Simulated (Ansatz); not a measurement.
# AlNH (doublet): correlated methods under varied settings at distance Al1–N2 = 3.230 Å

Aim: run AlNH (doublet) at one geometry under a spread of methods and options, and see what each costs and gives.

Method: the settings change from run to run; program: Ansatz 0.2.0, Gaussian basis.

23 further runs of the same task are left out: 2 for a known fault of the program, 17 that didn't finish, 4 set aside as unsound or not needed.

## 1. What is computed

The geometry derives from a PBE0/def2-TZVP stationary point (not a proven minimum). One bond is set to the value named and the two fragments are kept rigid.

3 atoms, charge 0, spin multiplicity 2.

Atoms are counted from 1 here; the program's logs count them from 0.

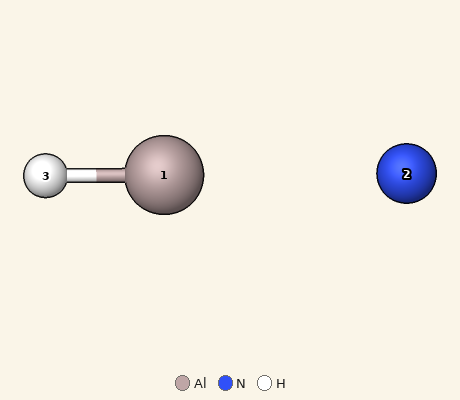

The geometry (aluminium light grey, nitrogen blue, hydrogen white); atoms are numbered from 1 in the order of the file.

## 2. NEVPT4(SD)(1,2)/6-31G

in.yaml

```yaml
crystal:
  periodic: [false, false, false]
  atoms:
    - {symbol: Al, position_ang: [0.000000, 0.000000, 0.549968]}
    - {symbol: N, position_ang: [0.000000, 0.000000, -2.680032]}
    - {symbol: H, position_ang: [0.000000, 0.000000, 2.130063]}
basis:
  gaussian: {orbitals: 6-31G}
magnetization: {spin_polarized: false, initial_magnetization: 1}
correlation: {method: fic_nevpt4_sd, electrons: all, active_space: {window: {electrons: 1, orbitals: 2}}}
accuracy: high
```

Run with:

```bash
$ ansatz run in.yaml --threads 1 --pin off --events-out ev --progress --plain --max-ram 2393MiB
```

The log of the run:

```text
Functional definition: HF
  name "HF"
  cite "Fock, Z. Phys. 61, 126 (1930) doi:10.1007/BF01340294"
  parent pbe
  exchange = exact_x
  correlation = 0
509 factors; integrals over basis functions are off by at most 3.5e-9 eV
mean field evaluation 1: about -8060.4557 eV, gradient 4.2e1 eV
mean field evaluation 2: about -8060.4651 eV, gradient 4.2e1 eV
mean field evaluation 4: about -8062.2324 eV, gradient 4.2e1 eV
mean field evaluation 8: about -8072.5124 eV, gradient 7.4e0 eV
mean field evaluation 16: about -8072.9098 eV, gradient 6.5e-2 eV
mean field evaluation 32: about -8072.2624 eV, gradient 2.7e-4 eV
mean field evaluation 64: about -8072.5277 eV, gradient 1.7e-1 eV
mean field evaluation 96: about -8072.9099 eV, gradient 4.1e-2 eV
mean field evaluation 128: about -8072.8579 eV, gradient 8.8e-1 eV
mean field evaluation 160: about -8072.2624 eV, gradient 3.0e-5 eV
mean field evaluation 192: about -8072.2589 eV, gradient 6.3e-1 eV
mean field evaluation 224: about -8072.8574 eV, gradient 3.8e0 eV
mean field evaluation 256: about -8068.7761 eV, gradient 2.6e0 eV
mean field evaluation 288: about -8072.8923 eV, gradient 1.1e0 eV
mean field -8072.90995409 eV, -296.6739687980 hartree, gradient 1.6e-8 eV, S^2 0.750000; 17 other end points of the search recorded, 0 dependent functions left out
reference -8072.90995409 eV, -296.6739687980 hartree; 11, 10 occupied and 13, 14 virtual orbitals, 509 factors
state -8072.90995409 eV, -296.6739687980 hartree
state -8072.90995409 eV, -296.6739687980 hartree; corrected -8075.85862945 eV, -296.7823306185 hartree
WARN: 1 active orbitals are nearly empty or full. The corrections depend on them more than the energy does, and are more stable in an active space without them
Total energy: -8075.85862945 eV, -296.7823306185 hartree
```

Wall time 1.7 s (1 thread of Arm Neoverse V1, shared host).

From the report: 2 determinants; active occupations 1.00, 0.00. The report marks this result as in doubt.

## 3. NEVPT4(SD)(1,9)/6-31G

in.yaml, as its differences from that of step 2:

```diff
@@ -9,3 +9,3 @@
 magnetization: {spin_polarized: false, initial_magnetization: 1}
-correlation: {method: fic_nevpt4_sd, electrons: all, active_space: {window: {electrons: 1, orbitals: 2}}}
-accuracy: high
+correlation: {method: fic_nevpt4_sd, electrons: valence, active_space: {window: {electrons: 1, orbitals: 9}, states: [{multiplicity: 2, weights: [1, 0.5]}]}}
+scf: {lower_state_search: light}
```

The command is unchanged.

The log of the run, shortened:

```text
Functional definition: HF
  name "HF"
  cite "Fock, Z. Phys. 61, 126 (1930) doi:10.1007/BF01340294"
  parent pbe
[...]
501 factors; integrals over basis functions are off by at most 1.0e-7 eV
[...]
mean field -8072.90995407 eV, -296.6739687971 hartree, gradient 1.9e-6 eV, S^2 0.750000; 17 other end points of the search recorded, 0 dependent functions left out
reference -8072.90995407 eV, -296.6739687971 hartree; 11, 10 occupied and 13, 14 virtual orbitals, 501 factors
state -8072.90651886 eV, -296.6738425555 hartree
state -8072.51372945 eV, -296.6594078110 hartree
state -8072.90651886 eV, -296.6738425555 hartree; corrected -8075.59697498 eV, -296.7727149942 hartree
state -8072.51372945 eV, -296.6594078110 hartree; corrected -8075.16978628 eV, -296.7570160992 hartree
WARN: 7 active orbitals are nearly empty or full. The corrections depend on them more than the energy does, and are more stable in an active space without them
Total energy: -8075.45457875 eV, -296.7674820292 hartree
```

Wall time 2.7 s (1 thread of Arm Neoverse V1, shared host); peak memory 0.31 GiB.

From the report: 3 determinants; active occupations (of the averaged states) 0.67, 0.33, 0.00, 0.00, 0.00, 0.00, 0.00, 0.00, 0.00. The report marks this result as in doubt.

## 4. HF/def2-SVPD

in.yaml

```yaml
crystal:
  periodic: [false, false, false]
  atoms:
    - {symbol: Al, position_ang: [0.000000, 0.000000, 0.549968]}
    - {symbol: N, position_ang: [0.000000, 0.000000, -2.680032]}
    - {symbol: H, position_ang: [0.000000, 0.000000, 2.130063]}
basis:
  gaussian: {orbitals: def2-SVPD}
magnetization: {spin_polarized: true, initial_magnetization: 1}
hamiltonian: {xc: hf}
output: {orbitals: {seedname: orbitals}}
```

Same command.

The log of the run, shortened:

```text
Functional definition: HF
  name "HF"
  cite "Fock, Z. Phys. 61, 126 (1930) doi:10.1007/BF01340294"
  parent pbe
[...]
485 factors; integrals over basis functions are off by at most 1.0e-3 eV
[...]
mean field -8072.79795815 eV, -296.6698530230 hartree, gradient 2.1e-5 eV, S^2 2.714162; 14 other end points of the search recorded, 0 dependent functions left out
reference -8072.79795815 eV, -296.6698530230 hartree; 11, 10 occupied and 41, 42 virtual orbitals, 485 factors
Total energy: -8072.79795815 eV, -296.6698530230 hartree
```

Run time: 2.6 s. Hardware: 1 thread of Arm Neoverse V1, shared host.

From the report: ⟨S²⟩ of the determinant 2.714 (pure doublet: 0.75). The determinant is far from a pure spin state, so its energy mixes those of several spin states (harmless only where they are near-degenerate, as at dissociation).

## 5. CCSD(T) on ROHF/6-31++G**

in.yaml

```yaml
crystal:
  periodic: [false, false, false]
  atoms:
    - {symbol: Al, position_ang: [0.000000, 0.000000, 0.549968]}
    - {symbol: N, position_ang: [0.000000, 0.000000, -2.680032]}
    - {symbol: H, position_ang: [0.000000, 0.000000, 2.130063]}
basis:
  gaussian: {orbitals: "6-31++G**"}
magnetization: {spin_polarized: false, initial_magnetization: 1}
correlation: {method: ccsd_t, electrons: outside_noble_gas, diis_vectors: 2}
scf: {lower_state_search: full}
```

Same command.

The log of the run, shortened:

```text
Functional definition: HF
  name "HF"
  cite "Fock, Z. Phys. 61, 126 (1930) doi:10.1007/BF01340294"
  parent pbe
[...]
411 factors; integrals over basis functions are off by at most 1.7e-3 eV
[...]
mean field -8073.42318900 eV, -296.6928298330 hartree, gradient 1.3e-6 eV, S^2 0.750000; 25 other end points of the search recorded, 0 dependent functions left out
[...]
determinant -8073.42318900 eV, -296.6928298330 hartree, with singles and doubles -8078.56221405 eV, -296.8816855202 hartree
determinant -8073.05224448 eV, -296.6791978732 hartree, with singles and doubles -8078.19334096 eV, -296.8681296841 hartree
determinant -8072.80231352 eV, -296.6700130798 hartree, with singles and doubles -8077.92370488 eV, -296.8582207411 hartree
determinant -8069.29359912 eV, -296.5410702039 hartree, with singles and doubles -8076.07050413 eV, -296.7901168697 hartree
[...]
determinant -8073.42318900 eV, -296.6928298330 hartree, with singles and doubles -8078.68325440 eV, -296.8861336712 hartree
determinant -8073.05224448 eV, -296.6791978732 hartree, with singles and doubles -8078.28806678 eV, -296.8716107939 hartree
[...]
unrestricted determinant -8075.88025861 eV, -296.7831254758 hartree, S^2 2.7114
6 core orbitals not correlated: weight in the atoms' cores, before any rotation towards them, 1.000 or more for the frozen orbitals, at most 0.000 for the correlated occupied ones
reference -8073.42318900 eV, -296.6928298330 hartree; 5, 4 occupied and 37, 38 virtual orbitals, 411 factors
second order -3.85066045 eV of doubles, -0.07044676 eV of singles
cycle   1  -5.26006769 eV  change   -2.3e-6 eV  update   7.7e-6
[...]
cycle  10  -5.26008967 eV  change   -2.0e-6 eV  update   2.3e-6
perturbative correction -0.29802826 eV, -0.0109523366 hartree
WARN: the results are in doubt because among natural orbitals the method converges to other amplitudes
Total energy: -8078.98130693 eV, -296.8970868995 hartree
In doubt: among natural orbitals the method converges to other amplitudes
```

It took 9 s on 1 thread of Arm Neoverse V1, shared host.

From the report: correlation -5.5581 eV; T1 0.063; largest double amplitude 0.25. The program marks this result as in doubt; its last lines say why.

## 6. CASSCF(3,4)/6-31G

in.yaml, as its differences from that of step 5:

```diff
@@ -7,5 +7,5 @@
 basis:
-  gaussian: {orbitals: "6-31++G**"}
+  gaussian: {orbitals: 6-31G}
 magnetization: {spin_polarized: false, initial_magnetization: 1}
-correlation: {method: ccsd_t, electrons: outside_noble_gas, diis_vectors: 2}
+correlation: {active_space: {window: {electrons: 3, orbitals: 4}}}
 scf: {lower_state_search: full}
```

The command is unchanged.

The log of the run, shortened:

```text
Functional definition: HF
  name "HF"
  cite "Fock, Z. Phys. 61, 126 (1930) doi:10.1007/BF01340294"
  parent pbe
[...]
302 factors; integrals over basis functions are off by at most 1.8e-4 eV
[...]
mean field -8072.90986976 eV, -296.6739656988 hartree, gradient 1.5e-6 eV, S^2 0.750000; 23 other end points of the search recorded, 0 dependent functions left out
reference -8072.90986976 eV, -296.6739656988 hartree; 11, 10 occupied and 13, 14 virtual orbitals, 302 factors
state -8073.69479386 eV, -296.7028111275 hartree
[...]
Total energy: -8073.69479386 eV, -296.7028111275 hartree
```

Run time: 2 s. Hardware: 1 thread of Arm Neoverse V1, shared host.

From the report: 24 determinants; active occupations 1.46, 1.00, 0.53, 0.01.

## 7. CISD/def2-SVP

in.yaml

```yaml
crystal:
  periodic: [false, false, false]
  atoms:
    - {symbol: Al, position_ang: [0.000000, 0.000000, 0.549968]}
    - {symbol: N, position_ang: [0.000000, 0.000000, -2.680032]}
    - {symbol: H, position_ang: [0.000000, 0.000000, 2.130063]}
basis:
  gaussian: {orbitals: def2-SVP}
magnetization: {spin_polarized: false, initial_magnetization: 1}
correlation: {active_space: {ras: {orbitals: [4, 1, 26], electrons: 9, max_holes: 2, max_particles: 2}, fixed_orbitals: true}}
```

Same command.

The log of the run, shortened:

```text
Functional definition: HF
  name "HF"
  cite "Fock, Z. Phys. 61, 126 (1930) doi:10.1007/BF01340294"
  parent pbe
[...]
351 factors; integrals over basis functions are off by at most 1.2e-3 eV
[...]
mean field -8070.11060151 eV, -296.5710944881 hartree, gradient 1.3e-6 eV, S^2 0.750000; 17 other end points of the search recorded, 0 dependent functions left out
reference -8070.11060151 eV, -296.5710944881 hartree; 11, 10 occupied and 26, 27 virtual orbitals, 351 factors
state -8074.74793699 eV, -296.7415134235 hartree
Total energy: -8074.74793699 eV, -296.7415134235 hartree
```

It took 2.2 s on 1 thread of Arm Neoverse V1, shared host.

From the report: 8,097 determinants.

## 8. MRCISD+Q(5,4)/6-31G*

in.yaml

```yaml
crystal:
  periodic: [false, false, false]
  atoms:
    - {symbol: Al, position_ang: [0.000000, 0.000000, 0.549968]}
    - {symbol: N, position_ang: [0.000000, 0.000000, -2.680032]}
    - {symbol: H, position_ang: [0.000000, 0.000000, 2.130063]}
basis:
  gaussian: {orbitals: "6-31G*"}
magnetization: {spin_polarized: false, initial_magnetization: 1}
correlation: {method: fic_mrcisd_q, electrons: outside_noble_gas, active_space: {window: {electrons: 5, orbitals: 4}, states: [{multiplicity: 2, weights: [1, 1, 1, 1]}], root: 3}}
scf: {lower_state_search: full}
```

Same command.

The log of the run, shortened:

```text
Functional definition: HF
  name "HF"
  cite "Fock, Z. Phys. 61, 126 (1930) doi:10.1007/BF01340294"
  parent pbe
[...]
577 factors; integrals over basis functions are off by at most 1.4e-7 eV
[...]
mean field -8073.24808111 eV, -296.6863947366 hartree, gradient 3.5e-6 eV, S^2 0.750000; 23 other end points of the search recorded, 0 dependent functions left out
reference -8073.24808111 eV, -296.6863947366 hartree; 11, 10 occupied and 25, 26 virtual orbitals, 577 factors
state -8073.91469343 eV, -296.7108922878 hartree
state -8073.91469343 eV, -296.7108922877 hartree
state -8073.84249774 eV, -296.7082391448 hartree
state -8073.81062327 eV, -296.7070677797 hartree
contracted CI cycle   1: correlation 0.00000000 eV, 0.0000000000 hartree, residual 1.68e1 eV
contracted CI cycle   2: correlation -3.94717495 eV, -0.1450560037 hartree, residual 2.87e0 eV
[...]
contracted CI cycle  14: correlation -4.05037543 eV, -0.1488485515 hartree, residual 3.47e-3 eV
contracted CI cycle  15: correlation -4.05037599 eV, -0.1488485723 hartree, residual 2.52e-3 eV
contracted CI cycle  16: correlation -4.05037616 eV, -0.1488485785 hartree, residual 1.49e-3 eV
contracted CI cycle  17: correlation -4.05037622 eV, -0.1488485807 hartree, residual 8.95e-4 eV
contracted CI cycle  18: correlation -4.05037624 eV, -0.1488485816 hartree, residual 5.67e-4 eV
state -8071.70375486 eV, -296.6296417939 hartree; corrected -8076.26750358 eV, -296.7973564658 hartree
state -8073.91469343 eV, -296.7108922878 hartree; corrected -8078.44013437 eV, -296.8771991748 hartree
state -8073.91469343 eV, -296.7108922877 hartree; corrected -8078.44013437 eV, -296.8771991748 hartree
state -8073.84249774 eV, -296.7082391448 hartree; corrected -8078.38710391 eV, -296.8752503411 hartree
state -8073.81062327 eV, -296.7070677797 hartree; corrected -8078.28950931 eV, -296.8716638058 hartree
[...]
Total energy: -8078.28950931 eV, -296.8716638058 hartree
```

It took 4.4 s on 1 thread of Arm Neoverse V1, shared host.

From the report: 6 determinants; active occupations (of the averaged states) 2.00, 1.13, 1.13, 0.73.

## 9. CCSDT(Q)/B/6-31G

in.yaml

```yaml
crystal:
  periodic: [false, false, false]
  atoms:
    - {symbol: Al, position_ang: [0.000000, 0.000000, 0.549968]}
    - {symbol: N, position_ang: [0.000000, 0.000000, -2.680032]}
    - {symbol: H, position_ang: [0.000000, 0.000000, 2.130063]}
basis:
  gaussian: {orbitals: 6-31G}
magnetization: {spin_polarized: true, initial_magnetization: 1}
hamiltonian: {xc: {name: PBE}}
correlation: {method: ccsdt_q_b, electrons: outside_noble_gas}
scf: {lower_state_search: off}
```

The command is unchanged.

The log of the run, shortened:

```text
Functional definition: PBE
  name "PBE"
  cite "Perdew, Burke & Ernzerhof, Phys. Rev. Lett. 77, 3865 (1996) doi:10.1103/PhysRevLett.77.3865"
  parent pbe
[...]
501 factors; integrals over basis functions are off by at most 1.0e-7 eV
[...]
mean field -8089.28683899 eV, -297.2758082173 hartree, gradient 1.6e-6 eV, S^2 2.261160; 0 other end points of the search recorded, 0 dependent functions left out
6 core orbitals not correlated: weight in the atoms' cores, before any rotation towards them, 1.000 or more for the frozen orbitals, at most 0.000 for the correlated occupied ones
reference -8073.88366680 eV, -296.7097520798 hartree; 5, 4 occupied and 13, 14 virtual orbitals, 501 factors
second order -2.06491710 eV of doubles, -0.84161581 eV of singles
cycle   1  -2.88977941 eV  change    4.5e-2 eV  update   9.3e-2
[...]
cycle  51  -3.38578926 eV  change   -1.2e-7 eV  update   2.4e-7
perturbative correction -0.01118760 eV, -0.0004111367 hartree
Total energy: -8077.28064365 eV, -296.8345886768 hartree
Checks for a lower state left out: stability, starts, cluster_reference, orbital_swaps, neighbouring_geometries, increment
```

Run time: 4.4 s. Hardware: 1 thread of Arm Neoverse V1, shared host.

From the report: ⟨S²⟩ of the determinant 2.261 (pure doublet: 0.75); correlation -3.3970 eV; T1 0.072; largest double amplitude 0.26. The determinant is far from a pure spin state, so its energy mixes those of several spin states (harmless only where they are near-degenerate, as at dissociation). The orbitals are Kohn-Sham ones, so correlation energy and T1 don't compare with those on Hartree-Fock orbitals.

## 10. MRCISD+Q(5,7)/STO-3G

in.yaml

```yaml
crystal:
  periodic: [false, false, false]
  atoms:
    - {symbol: Al, position_ang: [0.000000, 0.000000, 0.549968]}
    - {symbol: N, position_ang: [0.000000, 0.000000, -2.680032]}
    - {symbol: H, position_ang: [0.000000, 0.000000, 2.130063]}
basis:
  gaussian: {orbitals: STO-3G}
magnetization: {spin_polarized: false, initial_magnetization: 1}
correlation: {method: fic_mrcisd_q, electrons: outside_noble_gas, active_space: {window: {electrons: 5, orbitals: 7}, states: [{multiplicity: 2, weights: [0.5, 0.5, 1]}]}}
```

Launched as before.

The log of the run, shortened:

```text
Functional definition: HF
  name "HF"
  cite "Fock, Z. Phys. 61, 126 (1930) doi:10.1007/BF01340294"
  parent pbe
[...]
223 factors; integrals over basis functions are off by at most 3.5e-8 eV
[...]
mean field -7974.58081147 eV, -293.0604394565 hartree, gradient 1.7e-6 eV, S^2 0.750000; 15 other end points of the search recorded, 0 dependent functions left out
reference -7974.58081147 eV, -293.0604394565 hartree; 11, 10 occupied and 4, 5 virtual orbitals, 223 factors
state -7976.25769712 eV, -293.1220638675 hartree
state -7976.25769712 eV, -293.1220638675 hartree
state -7976.25365536 eV, -293.1219153355 hartree
contracted CI cycle   1: correlation 0.00000000 eV, 0.0000000000 hartree, residual 3.74e0 eV
contracted CI cycle   2: correlation -0.40058651 eV, -0.0147212825 hartree, residual 6.25e-1 eV
[...]
state -7976.25769712 eV, -293.1220638675 hartree; corrected -7976.67906211 eV, -293.1375487453 hartree
state -7976.25769712 eV, -293.1220638675 hartree; corrected -7976.67906211 eV, -293.1375487453 hartree
contracted CI cycle   1: correlation 0.00000000 eV, 0.0000000000 hartree, residual 3.72e0 eV
contracted CI cycle   2: correlation -0.39620429 eV, -0.0145602391 hartree, residual 6.10e-1 eV
contracted CI cycle   3: correlation -0.41053284 eV, -0.0150868036 hartree, residual 9.84e-2 eV
contracted CI cycle   4: correlation -0.41081223 eV, -0.0150970712 hartree, residual 2.00e-2 eV
contracted CI cycle   5: correlation -0.41082599 eV, -0.0150975765 hartree, residual 7.02e-3 eV
contracted CI cycle   6: correlation -0.41082741 eV, -0.0150976288 hartree, residual 2.15e-3 eV
contracted CI cycle   7: correlation -0.41082754 eV, -0.0150976336 hartree, residual 6.68e-4 eV
state -7976.25365536 eV, -293.1219153355 hartree; corrected -7976.66987902 eV, -293.1372112729 hartree
Total energy: -7976.67447056 eV, -293.1373800091 hartree
```

Run time: 2 s. Hardware: 1 thread of Arm Neoverse V1, shared host.

From the report: 186 determinants; active occupations (of the averaged states) 1.92, 1.03, 1.03, 0.93, 0.04, 0.04, 0.00.

## 11. All runs side by side

Where basis and cores are those of an earlier FCI/6-31G run (-8077.3639 eV), and the state is the same kind, the miss against it is given. † marks a result that the program doubts.

| level | correlated | functions | energy (eV) | from FCI (meV) | time |
| --- | --- | --- | --- | --- | --- |
| NEVPT4(SD)(1,2)/6-31G † | all | 24 | -8075.8586 |  | 1.7 s |
| NEVPT4(SD)(1,9)/6-31G (mean of several states) † | valence | 24 | -8075.4546 |  | 2.7 s |
| HF/def2-SVPD |  | 52 | -8072.7980 |  | 2.6 s |
| CCSD(T) on ROHF/6-31++G** † | outside noble gas | 48 | -8078.9813 |  | 9 s |
| CASSCF(3,4)/6-31G |  | 24 | -8073.6948 | 3669.1 | 2 s |
| CISD/def2-SVP | valence | 37 | -8074.7479 |  | 2.2 s |
| MRCISD+Q(5,4)/6-31G* (excited root 3 of an average) | outside noble gas | 36 | -8078.2895 |  | 4.4 s |
| CCSDT(Q)/B/6-31G (on PBE orbitals) | outside noble gas | 24 | -8077.2806 | 83.2 | 4.4 s |
| MRCISD+Q(5,7)/STO-3G (mean of several states) | outside noble gas | 15 | -7976.6745 |  | 2 s |

## 12. Results

```
quantity                             value
    runs                                 9
quickest    NEVPT4(SD)(1,2)/6-31G †, 1.7 s
 slowest  CCSD(T) on ROHF/6-31++G** †, 9 s
```

Total energies in different bases, with other cores or another treatment of relativity can't be set against each other. CCSD(T) on ROHF/6-31++G** † took 5 times as long as NEVPT4(SD)(1,2)/6-31G †; the jobs differ in more than the method. Hartree-Fock, CASSCF and CASCI lack dynamic correlation by design. Cores frozen from Kohn-Sham orbitals shift the total energy.
